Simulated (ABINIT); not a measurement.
# Quasiparticle gap of Ga2O3 (R-3c) in ABINIT, part 2 of 3

Wanted: ground state, empty states, screening and self-energy for Ga2O3 (R-3c).

ABINIT 10.8.3; LDA and many-body steps on it, plane waves. Known limits of the many-body steps: not at the basis limit; no spin-orbit coupling; coarse k mesh.

So far. Step 2 (Ground state): The gap is indirect, with the least direct gap 0.22 eV higher.

## (3) Bands along the symmetry lines

Level of this step: DFT, LDA, plane waves, norm-conserving pseudopotentials (ABINIT).

Levels along a band path, at the cheap level, show where the edges lie and whether the meshes to come will hold them.

Input file run.abi:

```
acell 3*1.0 Angstrom
rprim 
  2.498699193881 1.442624652211 4.483549768500
  -2.498699193881 1.442624652211 4.483549768500
  0.000000000000 -2.885249304422 4.483549768500
ntypat 2
znucl 31 8
natom 10
typat 1 1 1 1 2 2 2 2 2 2
xred 
  0.855585580000 0.855585580000 0.855585580000
  0.644414420000 0.644414420000 0.644414420000
  0.144414420000 0.144414420000 0.144414420000
  0.355585580000 0.355585580000 0.355585580000
  0.750000000000 0.446832820000 0.053167180000
  0.446832820000 0.053167180000 0.750000000000
  0.053167180000 0.750000000000 0.446832820000
  0.250000000000 0.553167180000 0.946832820000
  0.946832820000 0.250000000000 0.553167180000
  0.553167180000 0.946832820000 0.250000000000
pp_dirpath "pseudos"
pseudos "Ga.upf, O.upf"
ecut 45
iscf -2
irdden 1
kptopt 0
nkpt 31
kpt 
  0.00000000 0.00000000 0.00000000
  0.12500000 0.12500000 0.12500000
  0.25000000 0.25000000 0.25000000
  0.37500000 0.37500000 0.37500000
  0.50000000 0.50000000 0.50000000
  0.56607847 0.43392153 0.50000000
  0.63215694 0.36784306 0.50000000
  0.69823542 0.30176458 0.50000000
  0.76431389 0.23568611 0.50000000
  0.50000000 -0.23568611 0.23568611
  0.50000000 -0.17676458 0.17676458
  0.50000000 -0.11784306 0.11784306
  0.50000000 -0.05892153 0.05892153
  0.50000000 0.00000000 0.00000000
  0.37500000 0.00000000 0.00000000
  0.25000000 0.00000000 0.00000000
  0.12500000 0.00000000 0.00000000
  0.00000000 0.00000000 0.00000000
  0.09196076 -0.09196076 0.00000000
  0.18392153 -0.18392153 0.00000000
  0.27588229 -0.27588229 0.00000000
  0.36784305 -0.36784305 0.00000000
  0.63215695 0.00000000 0.36784305
  0.59911771 0.00000000 0.40088229
  0.56607848 0.00000000 0.43392153
  0.53303924 0.00000000 0.46696076
  0.50000000 0.00000000 0.50000000
  0.37500000 0.00000000 0.37500000
  0.25000000 0.00000000 0.25000000
  0.12500000 0.00000000 0.12500000
  0.00000000 0.00000000 0.00000000
istwfk *1
nband 74
nbdbuf 9
tolwfr 1e-07
nstep 50
prtwf 0
prtvol 0
indata_prefix "in"
outdata_prefix "out"
tmpdata_prefix "tmp"
```

Launch:

```console
$ OMP_NUM_THREADS=1 mpirun -n 4 abinit run.abi > log
```

Numbers of over 12 decimals in the logs are rounded to 6 here.

The program printed:

```text
.Version 10.8.3 of ABINIT. v10.8.2 released Aug 2026.

 Symmetries : space group R-3 c (#167); Bravais hR (rhombohedral)
[... echo of the input left out ...]
== DATASET  1 ==================================================================
-   mpi_nproc: 4, omp_nthreads: 1 (-1 if OMP is not activated)

--- !DatasetInfo
iteration_state: {dtset: 1, }
dimensions: {natom: 10, nkpt: 31, mband: 74, nsppol: 1, nspinor: 1, nspden: 1, mpw: 9463, }
cutoff_energies: {ecut:  45.0, pawecutdg:  -1.0, }
electrons: {nelect:   1.20000000E+02, charge:   0.00000000E+00, occopt:   1.00000000E+00, tsmear:   1.00000000E-02, }

 Real(R)+Recip(G) space primitive vectors, cartesian coordinates (Bohr,Bohr^-1):
 R(1)=  4.7218571  2.7261655  8.4726811  G(1)=  0.1058905  0.0611359  0.0393421
 R(2)= -4.7218571  2.7261655  8.4726811  G(2)= -0.1058905  0.0611359  0.0393421
 R(3)=  0.0000000 -5.4523310  8.4726811  G(3)=  0.0000000 -0.1222719  0.0393421
 Unit cell volume ucvol=  6.5439078E+02 bohr^3
 Angles (23,13,12)=  5.58935053E+01  5.58935053E+01  5.58935053E+01 degrees

 getcut: wavevector=  0.0000  0.0000  0.0000  ngfft=  64  64  64
         ecut(hartree)=     45.000   => boxcut(ratio)=   2.10352

--- Pseudopotential description ------------------------------------------------
- Ga Generated using ONCVPSP code by D. R. Hamann
- 31.00000  21.00000  180309                  znucl, zion, pspdat
12 -1012 2 -1 1858                            pspcod,pspxc,lmax,lloc,mmax
     nproj     2     2     2
  pspatm : epsatm=   21.89818218
         --- l  ekb(1:nproj) -->
             0    4.942386   -1.222782
             1   -5.724586   -1.365263
             2  -10.663097   -3.851155
 pspatm: atomic psp has been read  and splines computed

- O Generated using ONCVPSP code by D. R. Hamann
-  8.00000   6.00000  201201                  znucl, zion, pspdat
12 -1012 2 -1 926                             pspcod,pspxc,lmax,lloc,mmax
     nproj     2     2     1
  pspatm : epsatm=    6.24525921
         --- l  ekb(1:nproj) -->
[...]
2   -1.033686
 pspatm: atomic psp has been read  and splines computed

--------------------------------------------------------------------------------

================================================================================
 prteigrs : about to open file out_EIG
 Non-SCF case, kpt    1 (  0.00000  0.00000  0.00000), residuals and eigenvalues=
  3.64E-08  4.79E-08  3.99E-08  3.94E-08  5.37E-08  4.09E-08  3.16E-08  3.82E-08
  2.11E-08  4.48E-08  2.21E-08  4.40E-08  2.31E-08  5.25E-08  1.41E-08  6.30E-08
  8.82E-08  3.96E-08  6.42E-08  4.96E-08  2.65E-08  5.76E-08  3.29E-08  7.09E-08
[...]
1.11E-03  1.12E-04
 -4.9681E+00 -4.9681E+00 -4.9681E+00 -4.9681E+00 -3.1736E+00 -3.1736E+00
 -3.1736E+00 -3.1735E+00 -3.1729E+00 -3.1729E+00 -3.1729E+00 -3.1729E+00
 -3.1727E+00 -3.1727E+00 -3.1727E+00 -3.1727E+00 -4.8822E-01 -4.1396E-01
[...]
--- !ResultsGS
iteration_state: {dtset: 1, }
comment   : Summary of ground state results
lattice_vectors:
- [  4.7218571,   2.7261655,   8.4726811, ]
- [ -4.7218571,   2.7261655,   8.4726811, ]
- [  0.0000000,  -5.4523310,   8.4726811, ]
lattice_lengths: [  10.07543,   10.07543,   10.07543, ]
lattice_angles: [ 55.894,  55.894,  55.894, ] # degrees, (23, 13, 12)
lattice_volume:   6.5439078E+02
convergence: {deltae:  0.000E+00, res2:  0.000E+00, residm:  9.972E-08, diffor:  0.000E+00, }
etotal    :  -1.09115008E+03
entropy   :   0.00000000E+00
fermie    :   1.98364572E-01
cartesian_stress_tensor: null
pressure_GPa: null
xred      :
- [  8.5559E-01,   8.5559E-01,   8.5559E-01, Ga]
- [  6.4441E-01,   6.4441E-01,   6.4441E-01, Ga]
- [  1.4441E-01,   1.4441E-01,   1.4441E-01, Ga]
- [  3.5559E-01,   3.5559E-01,   3.5559E-01, Ga]
- [  7.5000E-01,   4.4683E-01,   5.3167E-02,  O]
- [  4.4683E-01,   5.3167E-02,   7.5000E-01,  O]
- [  5.3167E-02,   7.5000E-01,   4.4683E-01,  O]
- [  2.5000E-01,   5.5317E-01,   9.4683E-01,  O]
- [  9.4683E-01,   2.5000E-01,   5.5317E-01,  O]
- [  5.5317E-01,   9.4683E-01,   2.5000E-01,  O]
cartesian_forces: null
force_length_stats: {min: null, max: null, mean: null, }

 Integrated electronic density in atomic spheres:
 ------------------------------------------------
 Atom  Sphere_radius  Integrated_density
[...]
================================================================================

 ----iterations are completed or convergence reached----

 Mean square residual over all n,k,spin=   52.552E-09; max=  99.718E-09
 reduced coordinates (array xred) for   10 atoms
[...]
0.946832820000      0.250000000000      0.553167180000
       0.553167180000      0.946832820000      0.250000000000

 cartesian coordinates (angstrom) at end:
    1     -0.000000    -0.000000    11.508182
    2     -0.000000    -0.000000     8.667792
    3     -0.000000     0.000000     1.942468
[...]
9      1.741176     0.130555     7.846212
   10     -0.983652     1.442625     7.846212
 length scales=  1.889726125908  1.889726125908  1.889726125908 bohr
              =  1.000000000000  1.000000000000  1.000000000000 angstroms
 prteigrs : about to open file out_EIG
 Eigenvalues (hartree) for nkpt=  31  k points:
 kpt#   1, nband= 74, wtk=  1.00000, kpt=  0.0000  0.0000  0.0000 (reduced coord)
[...]
kpt#   2, nband= 74, wtk=  1.00000, kpt=  0.1250  0.1250  0.1250 (reduced coord)
[...]
kpt#   3, nband= 74, wtk=  1.00000, kpt=  0.2500  0.2500  0.2500 (reduced coord)
[...]
kpt#  30, nband= 74, wtk=  1.00000, kpt=  0.1250  0.0000  0.1250 (reduced coord)
[...]
0.66820    0.68642
 kpt#  31, nband= 74, wtk=  1.00000, kpt=  0.0000  0.0000  0.0000 (reduced coord)
[...]
0.18781    0.18781    0.19039    0.19039    0.30031    0.43639    0.44378    0.51773
   0.56719    0.56719    0.57014    0.59253    0.60138    0.60138    0.64440    0.66893
   0.67107    0.69263

== END DATASET(S) ==============================================================
================================================================================

 -outvars: echo values of variables after computation  --------
            nband          74
             nkpt          31
          spgroup         167
 [... the other variables as echoed above ...]

 Calculation completed.
```

It took 2.3 min on 4 MPI ranks of Arm Neoverse V1, shared host; peak memory 0.69 GiB.

This step gave:

```
gap                        : 2.737 eV
k of the valence top       : 0.1839, -0.1839, 0
k of the conduction bottom : 0, 0, 0
least direct gap           : 2.991 eV
```

The gap is 2.737 eV, −0.037 eV from the run before at this level.

The electronic bands at the labelled points (eV, zero at the top of the highest filled band):

```csv
point,band 57,band 58,band 59,band 60,band 61,band 62,band 63,band 64
Γ,-0.32,-0.32,-0.25,-0.25,2.74,6.44,6.64,8.65
T,-0.31,-0.31,-0.31,-0.31,5.73,5.73,7.61,7.61
H2,-0.58,-0.58,-0.34,-0.34,6.52,6.52,7.06,7.06
jump to H0,-0.58,-0.58,-0.34,-0.34,6.52,6.52,7.06,7.06
L,-0.99,-0.99,-0.15,-0.15,6.24,6.24,6.54,6.54
Γ,-0.32,-0.32,-0.25,-0.25,2.74,6.44,6.64,8.65
S0,-0.62,-0.52,-0.49,-0.18,6.34,6.42,7.00,7.00
jump to S2,-0.62,-0.52,-0.49,-0.18,6.34,6.42,7.00,7.00
F,-0.87,-0.72,-0.26,-0.15,6.39,6.55,7.37,7.50
Γ,-0.32,-0.32,-0.25,-0.25,2.74,6.44,6.64,8.65
```

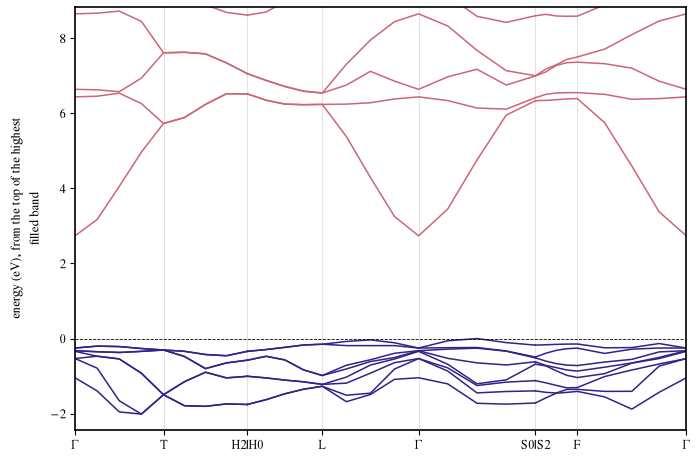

Electronic bands along the path; lines of filled and empty bands in two colours.

## (4) Empty states on the mesh, 2×2×2 mesh, 231 bands

The sums over transitions need many empty states on a uniform mesh; this step solves for them.

Input file run.abi:

```
acell 3*1.0 Angstrom
rprim 
  2.498699193881 1.442624652211 4.483549768500
  -2.498699193881 1.442624652211 4.483549768500
  0.000000000000 -2.885249304422 4.483549768500
ntypat 2
znucl 31 8
natom 10
typat 1 1 1 1 2 2 2 2 2 2
xred 
  0.855585580000 0.855585580000 0.855585580000
  0.644414420000 0.644414420000 0.644414420000
  0.144414420000 0.144414420000 0.144414420000
  0.355585580000 0.355585580000 0.355585580000
  0.750000000000 0.446832820000 0.053167180000
  0.446832820000 0.053167180000 0.750000000000
  0.053167180000 0.750000000000 0.446832820000
  0.250000000000 0.553167180000 0.946832820000
  0.946832820000 0.250000000000 0.553167180000
  0.553167180000 0.946832820000 0.250000000000
pp_dirpath "pseudos"
pseudos "Ga.upf, O.upf"
ecut 45
ngkpt 2 2 2
nshiftk 1
shiftk 0 0 0
kptopt 1
chksymbreak 0
iscf -2
irdden 1
istwfk *1
nband 231
nbdbuf 20
tolwfr 1e-09
nstep 60
prtvol 0
indata_prefix "in"
outdata_prefix "out"
tmpdata_prefix "tmp"
```

The program printed:

```text
.Version 10.8.3 of ABINIT. v10.8.2 released Aug 2026.

 Symmetries : space group R-3 c (#167); Bravais hR (rhombohedral)
[... echo of the input left out ...]
== DATASET  1 ==================================================================
-   mpi_nproc: 4, omp_nthreads: 1 (-1 if OMP is not activated)

--- !DatasetInfo
iteration_state: {dtset: 1, }
dimensions: {natom: 10, nkpt: 4, mband: 231, nsppol: 1, nspinor: 1, nspden: 1, mpw: 9454, }
cutoff_energies: {ecut:  45.0, pawecutdg:  -1.0, }
electrons: {nelect:   1.20000000E+02, charge:   0.00000000E+00, occopt:   1.00000000E+00, tsmear:   1.00000000E-02, }

 Real(R)+Recip(G) space primitive vectors, cartesian coordinates (Bohr,Bohr^-1):
 R(1)=  4.7218571  2.7261655  8.4726811  G(1)=  0.1058905  0.0611359  0.0393421
 R(2)= -4.7218571  2.7261655  8.4726811  G(2)= -0.1058905  0.0611359  0.0393421
 R(3)=  0.0000000 -5.4523310  8.4726811  G(3)=  0.0000000 -0.1222719  0.0393421
 Unit cell volume ucvol=  6.5439078E+02 bohr^3
 Angles (23,13,12)=  5.58935053E+01  5.58935053E+01  5.58935053E+01 degrees

 getcut: wavevector=  0.0000  0.0000  0.0000  ngfft=  64  64  64
         ecut(hartree)=     45.000   => boxcut(ratio)=   2.10352

--- Pseudopotential description ------------------------------------------------
- Ga Generated using ONCVPSP code by D. R. Hamann
- 31.00000  21.00000  180309                  znucl, zion, pspdat
12 -1012 2 -1 1858                            pspcod,pspxc,lmax,lloc,mmax
     nproj     2     2     2
  pspatm : epsatm=   21.89818218
         --- l  ekb(1:nproj) -->
             0    4.942386   -1.222782
             1   -5.724586   -1.365263
             2  -10.663097   -3.851155
 pspatm: atomic psp has been read  and splines computed

- O Generated using ONCVPSP code by D. R. Hamann
-  8.00000   6.00000  201201                  znucl, zion, pspdat
12 -1012 2 -1 926                             pspcod,pspxc,lmax,lloc,mmax
     nproj     2     2     1
  pspatm : epsatm=    6.24525921
         --- l  ekb(1:nproj) -->
[...]
2   -1.033686
 pspatm: atomic psp has been read  and splines computed

--------------------------------------------------------------------------------

================================================================================
 prteigrs : about to open file out_EIG
 Non-SCF case, kpt    1 (  0.00000  0.00000  0.00000), residuals and eigenvalues=
  7.10E-10  5.28E-10  5.16E-10  6.50E-10  1.83E-10  2.08E-10  1.98E-10  1.84E-10
  2.26E-10  1.81E-10  1.73E-10  1.66E-10  1.77E-10  2.53E-10  1.92E-10  1.83E-10
  7.84E-10  2.13E-10  2.31E-10  5.83E-11  6.98E-11  9.80E-11  2.44E-10  2.83E-10
[...]
3.64E-05  1.55E-04  5.85E-05  6.77E-05  2.50E-04  5.54E-04  7.43E-03
 -4.9681E+00 -4.9681E+00 -4.9681E+00 -4.9681E+00 -3.1736E+00 -3.1736E+00
 -3.1736E+00 -3.1735E+00 -3.1729E+00 -3.1729E+00 -3.1729E+00 -3.1729E+00
 -3.1727E+00 -3.1727E+00 -3.1727E+00 -3.1727E+00 -4.8822E-01 -4.1396E-01
[...]
2.9088E+00  2.9299E+00  2.9299E+00  2.9390E+00  2.9390E+00  2.9467E+00
  2.9468E+00  2.9468E+00  2.9728E+00  3.0050E+00  3.0307E+00  3.0310E+00
[...]
prteigrs : prtvol=0 or 1, do not print more k-points.

--- !ResultsGS
iteration_state: {dtset: 1, }
comment   : Summary of ground state results
lattice_vectors:
- [  4.7218571,   2.7261655,   8.4726811, ]
- [ -4.7218571,   2.7261655,   8.4726811, ]
- [  0.0000000,  -5.4523310,   8.4726811, ]
lattice_lengths: [  10.07543,   10.07543,   10.07543, ]
lattice_angles: [ 55.894,  55.894,  55.894, ] # degrees, (23, 13, 12)
lattice_volume:   6.5439078E+02
convergence: {deltae:  0.000E+00, res2:  0.000E+00, residm:  9.857E-10, diffor:  0.000E+00, }
etotal    :  -1.09115008E+03
entropy   :   0.00000000E+00
fermie    :   1.98364572E-01
cartesian_stress_tensor: null
pressure_GPa: null
xred      :
- [  8.5559E-01,   8.5559E-01,   8.5559E-01, Ga]
- [  6.4441E-01,   6.4441E-01,   6.4441E-01, Ga]
- [  1.4441E-01,   1.4441E-01,   1.4441E-01, Ga]
- [  3.5559E-01,   3.5559E-01,   3.5559E-01, Ga]
- [  7.5000E-01,   4.4683E-01,   5.3167E-02,  O]
- [  4.4683E-01,   5.3167E-02,   7.5000E-01,  O]
- [  5.3167E-02,   7.5000E-01,   4.4683E-01,  O]
- [  2.5000E-01,   5.5317E-01,   9.4683E-01,  O]
- [  9.4683E-01,   2.5000E-01,   5.5317E-01,  O]
- [  5.5317E-01,   9.4683E-01,   2.5000E-01,  O]
cartesian_forces: null
force_length_stats: {min: null, max: null, mean: null, }

 Integrated electronic density in atomic spheres:
 ------------------------------------------------
 Atom  Sphere_radius  Integrated_density
[...]
================================================================================

 ----iterations are completed or convergence reached----

 Mean square residual over all n,k,spin=   37.108E-11; max=  98.567E-11
 reduced coordinates (array xred) for   10 atoms
[...]
0.946832820000      0.250000000000      0.553167180000
       0.553167180000      0.946832820000      0.250000000000

 cartesian coordinates (angstrom) at end:
    1     -0.000000    -0.000000    11.508182
    2     -0.000000    -0.000000     8.667792
    3     -0.000000     0.000000     1.942468
[...]
9      1.741176     0.130555     7.846212
   10     -0.983652     1.442625     7.846212
 length scales=  1.889726125908  1.889726125908  1.889726125908 bohr
              =  1.000000000000  1.000000000000  1.000000000000 angstroms
 prteigrs : about to open file out_EIG
 Eigenvalues (hartree) for nkpt=   4  k points:
 kpt#   1, nband=231, wtk=  0.12500, kpt=  0.0000  0.0000  0.0000 (reduced coord)
[...]
2.82721    2.82721    2.84001    2.84001    2.86193    2.86193    2.86777    2.87989
   2.90884    2.92985    2.92985    2.93902    2.93902    2.94665    2.94675    2.94675
   2.97278    3.00495    3.03068    3.03103    3.03134    3.03713    3.07361
 prteigrs : prtvol=0 or 1, do not print more k-points.

== END DATASET(S) ==============================================================
================================================================================

 -outvars: echo values of variables after computation  --------
            nband         231
             nkpt           4
          spgroup         167
 [... the other variables as echoed above ...]

 Calculation completed.
```

The job ended after 1.9 min (4 MPI ranks; peak memory 0.47 GiB; 7.4 min of CPU time).

Numbers from this step:

```
gap                                                           : 2.883 eV
k of the valence top                                          : 0.5, 0.5, 0
k of the conduction bottom                                    : 0, 0, 0
least direct gap                                              : 2.991 eV
k points computed                                             : 4
lowest point of the top converged band, above the valence top : 70.8516 eV
```

On this mesh the gap is 2.883 eV. The earlier step found 2.774 eV, so this mesh misses an edge.

## (5) Screening, 2×2×2 mesh, 211 bands, screening to 106.1 eV

The RPA dielectric matrix is built and inverted for each q.

This step: RPA screening on LDA, plane waves, norm-conserving pseudopotentials.

Edit run.abi of step 4 so:

```diff
@@ -28,10 +28,11 @@
 chksymbreak 0
-iscf -2
-irdden 1
 istwfk *1
-nband 231
-nbdbuf 20
-tolwfr 1e-09
-nstep 60
-prtvol 0
+occopt 1
+irdwfk 1
+optdriver 3
+nband 211
+ecuteps 3.9
+inclvkb 2
+awtr 1
+symchi 1
 indata_prefix "in"
```

The program printed:

```text
.Version 10.8.3 of ABINIT. v10.8.2 released Aug 2026.

 Symmetries : space group R-3 c (#167); Bravais hR (rhombohedral)
[... echo of the input left out ...]
== DATASET  1 ==================================================================
-   mpi_nproc: 4, omp_nthreads: 1 (-1 if OMP is not activated)

--- !DatasetInfo
iteration_state: {dtset: 1, }
dimensions: {natom: 10, nkpt: 4, mband: 211, nsppol: 1, nspinor: 1, nspden: 1, mpw: 9454, }
cutoff_energies: {ecut:  45.0, pawecutdg:  -1.0, }
electrons: {nelect:   1.20000000E+02, charge:   0.00000000E+00, occopt:   1.00000000E+00, tsmear:   1.00000000E-02, }

 SCREENING: Calculation of the susceptibility and dielectric matrices

 Based on a program developped by R.W. Godby, V. Olevano, G. Onida, and L. Reining.
 Incorporated in ABINIT by V. Olevano, G.-M. Rignanese, and M. Torrent.
.Using double precision arithmetic ; gwpc =  8

[... cell and pseudopotentials left out ...]
--------------------------------------------------------------------------------

 ==== K-mesh for the wavefunctions ====
 Number of points in the irreducible wedge :     4
[... list of points left out ...]
 Together with 12 symmetry operations and time-reversal symmetry
 yields     8 points in the full Brillouin Zone.

 ==== Q-mesh for the screening function ====
 Number of points in the irreducible wedge :     4
[... list of points left out ...]
 Together with 12 symmetry operations and time-reversal symmetry
 yields     8 points in the full Brillouin Zone.

 setmesh: FFT mesh size selected  =    40x   40x   40
          total number of points  =        64000

 vcoul_init : cutoff-mode = AUXILIARY_FUNCTION
 q-points for optical limit:   1
     1)      0.000010    0.000020    0.000030

- screening: taking advantage of time-reversal symmetry
- Maximum band index for partially occupied states nbvw = 60
- Remaining bands to be divided among processors   nbcw = 151
- Number of bands treated by each node ~37

 Number of electrons calculated from density =  120.0000; Expected =  120.0000
 average of density, n =  0.183377
 r_s =    1.0919
 omega_plasma =   41.3074 [eV]

 calculating chi0 at frequencies [eV] :
  1    0.000000E+00    0.000000E+00
  2    0.000000E+00    4.130738E+01

--------------------------------------------------------------------------------
  q-point number  1        q = ( 0.000000, 0.000000, 0.000000) [r.l.u.]
--------------------------------------------------------------------------------
[... chi0 elements left out ...]
 For q-point:  0.000010 0.000020 0.000030
  dielectric constant =   5.0762
  dielectric constant without local fields =   5.2935

  Average fulfillment of the sum rule on Im[epsilon] for q-point    1 :     37.97  [%]
[... wings left out ...]
  q-point number  2        q = ( 0.500000, 0.000000, 0.000000) [r.l.u.]
--------------------------------------------------------------------------------
[... chi0 elements left out ...]
  Average fulfillment of the sum rule on Im[epsilon] for q-point    2 :     41.19  [%]

 [... 2 further q-points ...]
```

It took 2.5 min on 4 MPI ranks; peak memory 2.5 GiB; 9.9 min of CPU time.

Numbers from this step:

```yaml
eps_infinity_with_local_fields_on_this_mesh_along_the_program_s_q_direction: 5.076
the_same_without_local_fields: 5.293
plasma_frequency: 41.31 eV
plane_waves_in_the_screening_matrix: 247
```

Local fields lower ε∞ by 4 %. On a Γ-centred mesh this coarse the value itself is usually too large, while a short band sum pulls it down.

(Part 2 of 3 ends here.)

[Paths, hosts, dates, memory and timing lines, banners, echoed tables and standing remarks are left out of the program output.]

[Logs are printed without paths, hosts, clocks, repeated set-up lines and the standing remarks that a program may print on its own settings, such as how far it seeks lower states.]

[Runs of the session that timed out or met a known fault of the program may be left out.]

[Hosts, paths, dates, database ids (printed as entryN), source tags and the programs' standing remarks are cut or masked in the printed files.]

[G0W0 gaps are taken among the corrected bands and points alone; a level outside them can change the order at an edge.]

[Where Ansatz stands beside ABINIT at settings called matched, ABINIT's density can come from a denser mesh and the files from another edition; pairs whose starting gaps differed by over 0.03 eV were left out, so agreement reads better than it is.]
